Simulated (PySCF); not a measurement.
# C2H6Al (SMILES [CH2][AlH][CH3]) at 4 levels

Aim: a comparison of 4 runs (UHF/STO-3G, UHF/def2-SVP, USVWN5/def2-SVPD, UB3LYP/cc-pVTZ) of C2H6Al. The job is set up through a Python script.

The calculation is run with PySCF 2.14.0.

1 further run of the same task is left out (it didn't finish).

## Step 1: The molecule

The species is C2H6Al (9 atoms), meant as a doublet with charge 0. As SMILES, `[CH2][AlH][CH3]`. The coordinates come from a PBE0-D4/def2-TZVP relaxation. This is one conformer, not always the lowest.

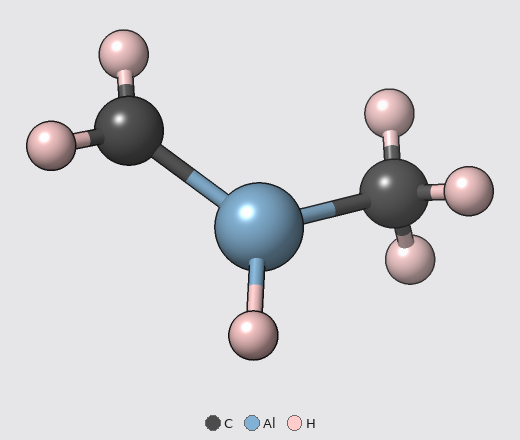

The structure, seen from a chosen angle (carbon dark grey, aluminium light blue, hydrogen pink).

## Step 2: Energy and gradient at UHF/STO-3G (run 1)

Contents of run.py:

```python
# [CH2][AlH][CH3]
from pyscf import gto

molecule = gto.Mole()
molecule.atom = '''
C       -1.001700       0.881800      -1.329500
Al       0.228900       0.665000       0.139600
C        0.616200      -1.098800       0.880100
H       -1.528100       0.061200      -1.816400
H       -1.257300       1.842300      -1.775500
H        0.918900       1.966700       0.740100
H        0.137400      -1.910400       0.327000
H        1.694000      -1.291300       0.896200
H        0.280100      -1.162700       1.921100
'''
molecule.max_memory = 1860
molecule.verbose = 4
molecule.basis = 'sto-3g'
molecule.spin = 1
molecule.build()

mf = molecule.UHF()
mf.conv_tol = 1e-10
mf.kernel()
if not mf.converged:
    mf = mf.newton().run(mf.mo_coeff, mf.mo_occ)

e_tot = mf.e_tot
print(f'total energy: {e_tot:.8f} hartree')
grad = mf.nuc_grad_method().kernel()
mf.analyze()
```

Run with:

```console
$ OMP_NUM_THREADS=1 python run.py
```

The program printed:

```text
PySCF version 2.14.0

[... 103 lines left out ...]
Total Energy =                        -317.285698096565568
[... 2 lines left out ...]
Two-electron Energy =                  211.020979492824154
[... 5 lines left out ...]
MO #1   energy= -57.8014462749701  | -57.8019563869606  occ= 1 | 1
[... 3 lines left out ...]
MO #25  energy= 0.841607520782842  | 0.862828124443701  occ= 0 | 0
[... 53 lines left out ...]
Dipole moment(X, Y, Z, Debye):  0.04782,  0.05763,  0.03710
```

Wall time 0.94 s (1 thread of Arm Neoverse V2, shared host); peak memory 0.12 GiB.

## Step 3: Energy and gradient at UHF/def2-SVP (run 2)

Contents of calc.py:

```python
import pyscf.grad
from pyscf import gto

system = gto.Mole()
system.atom = [
    ('C', (-1.001700, 0.881800, -1.329500)),
    ('Al', (0.228900, 0.665000, 0.139600)),
    ('C', (0.616200, -1.098800, 0.880100)),
    ('H', (-1.528100, 0.061200, -1.816400)),
    ('H', (-1.257300, 1.842300, -1.775500)),
    ('H', (0.918900, 1.966700, 0.740100)),
    ('H', (0.137400, -1.910400, 0.327000)),
    ('H', (1.694000, -1.291300, 0.896200)),
    ('H', (0.280100, -1.162700, 1.921100)),
]
system.verbose = 4
system.spin = 1
system.basis = 'def2-svp'
system.max_memory = 1860
system.charge = 0
system.build()

mf = system.UHF()
mf.conv_tol = 1e-10
mf.kernel()
if not mf.converged:
    mf = mf.newton().run(mf.mo_coeff, mf.mo_occ)

e_tot = mf.e_tot
print('E = %.10f Eh' % e_tot)
grad = mf.Gradients().kernel()
mf.analyze()
```

Run with:

```console
$ OMP_NUM_THREADS=1 python calc.py
```

The program printed:

```text
PySCF version 2.14.0

[... 107 lines left out ...]
Total Energy =                        -320.972333392628514
[... 2 lines left out ...]
Two-electron Energy =                  209.554155016487272
[... 5 lines left out ...]
MO #1   energy= -58.4269980723499  | -58.4271132335539  occ= 1 | 1
[... 3 lines left out ...]
MO #76  energy= 3.30094709918501   | 3.30254192510204   occ= 0 | 0
[... 104 lines left out ...]
Dipole moment(X, Y, Z, Debye): -0.34882, -0.49330, -0.33078
```

Run time: 3.3 s. Hardware: 1 thread of Arm Neoverse V2, shared host; peak memory 0.15 GiB.

Run 3 isn't shown in full; the table further down has it.

## Step 4: Energy and gradient at UB3LYP/cc-pVTZ (run 4)

Contents of input.py:

```python
import pyscf.grad
from pyscf import gto, dft

molecule = gto.M(
    atom='''
C   -1.001700   0.881800  -1.329500
Al   0.228900   0.665000   0.139600
C    0.616200  -1.098800   0.880100
H   -1.528100   0.061200  -1.816400
H   -1.257300   1.842300  -1.775500
H    0.918900   1.966700   0.740100
H    0.137400  -1.910400   0.327000
H    1.694000  -1.291300   0.896200
H    0.280100  -1.162700   1.921100
''',
    basis='cc-pvtz',
    verbose=4,
    max_memory=1860,
    spin=1,
)

myscf = dft.UKS(molecule)
myscf.xc = 'b3lyp'
myscf.grids.level = 5
myscf.conv_tol = 1e-10
myscf.kernel()
if not myscf.converged:
    myscf = myscf.newton().run(myscf.mo_coeff, myscf.mo_occ)

etot = myscf.e_tot
print('Final energy', etot)
grad = myscf.Gradients().kernel()
myscf.analyze()
```

Run with:

```console
$ OMP_NUM_THREADS=1 python input.py
```

The program printed:

```text
PySCF version 2.14.0

[... 58 lines left out ...]
WARN: HOMO -0.232869339327566 >= LUMO -0.232869339327568
[... 61 lines left out ...]
Total Energy =                        -322.259521766167779
[... 2 lines left out ...]
Two-electron Energy =                  208.781614015260288
[... 5 lines left out ...]
MO #1   energy= -56.0234451448394  | -56.0232769412951  occ= 1 | 1
[... 3 lines left out ...]
MO #178 energy= 12.3619836343591   | 12.3620648170072   occ= 0 | 0
[... 206 lines left out ...]
Dipole moment(X, Y, Z, Debye): -0.42392, -0.52946, -0.41173
```

It took 2.3 min on 1 thread of Arm Neoverse V2, shared host; peak memory 2.5 GiB.

## Step 5: The series

```
run             level  integration grid  energy (Eh)  dipole moment (D)  HOMO energy (eV)  LUMO energy (eV)  wall time
  1        UHF/STO-3G                 –  -317.285698               0.08             -8.59              7.34     0.94 s
  2      UHF/def2-SVP                 –  -320.972333               0.69            -10.36              1.11      3.3 s
  3  USVWN5/def2-SVPD                 5  -320.216213               0.85             -5.91             -4.47       35 s
  4    UB3LYP/cc-pVTZ                 5  -322.259522               0.79             -6.73             -3.11    2.3 min
```

## Step 6: Summary of results

| quantity | value |
| --- | --- |
| run 4: total energy | -322.25952 Eh |
| run 4: dipole moment | 0.79 D |
| run 4: HOMO energy (highest over α and β) | -6.73 eV |
| run 4: LUMO energy (lowest over α and β) | -3.11 eV |
| run 4: ⟨S²⟩ | 0.753 |
| run 4: largest force on an atom | 0.181 eV/Å |

In words: The dipole moment (its size) runs from 0.08 D (UHF/STO-3G) to 0.85 D (USVWN5/def2-SVPD). The two ends differ in method and basis. The two dipoles point in opposite directions. Totals of different functionals can't be ranked against each other. In run 1 the basis is minimal, so the values are rough. All runs together took 3 min, the longest 2.3 min.
